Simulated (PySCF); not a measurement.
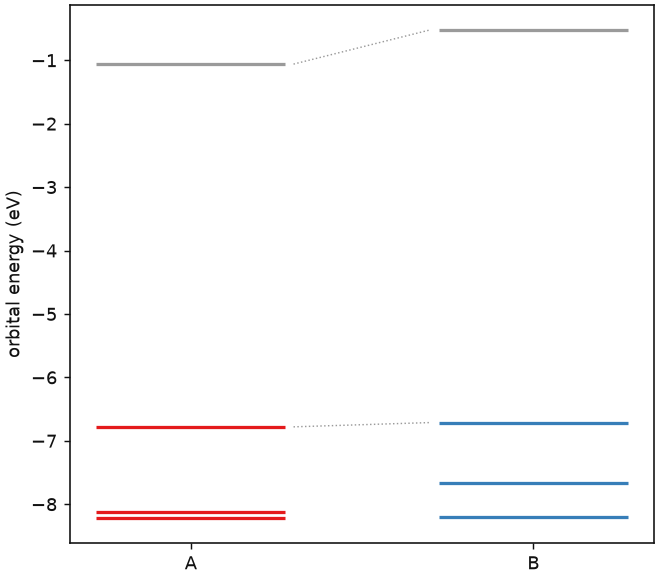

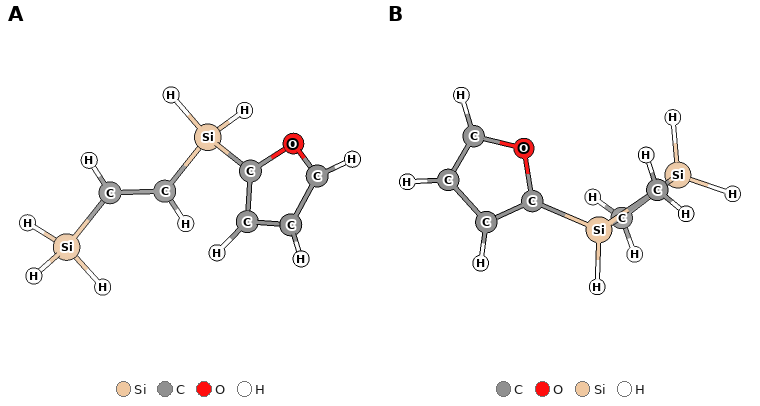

Related molecules: A is C₆H₁₀OSi₂, SMILES [SiH3]/C=C/[SiH2]c1ccco1; B is C₆H₁₀OSi₂, SMILES c1coc([SiH]2C[SiH2]C2)c1. Frontier orbital energies, PBE0/def2-SVPD, PySCF, at a PBE0-D3(BJ)/def2-SVP geometry (no frequency check); drawn are at most three filled levels and, in grey, the LUMO with any level within 0.03 eV of it; dotted lines join the HOMOs and the LUMOs.

What does the change do to the frontier levels?

Answer. From A to B the HOMO rises by 0.07 eV and the LUMO rises by 0.54 eV, so the separation goes from 5.72 to 6.19 eV.

Does the ΔSCF ionisation energy follow the HOMO?

Answer. A: −ε(HOMO) 6.78, ΔSCF 8.59 eV; B: −ε(HOMO) 6.71, ΔSCF 8.45 eV.

Caveats, for all or some of the runs: one conformer of a flexible molecule.
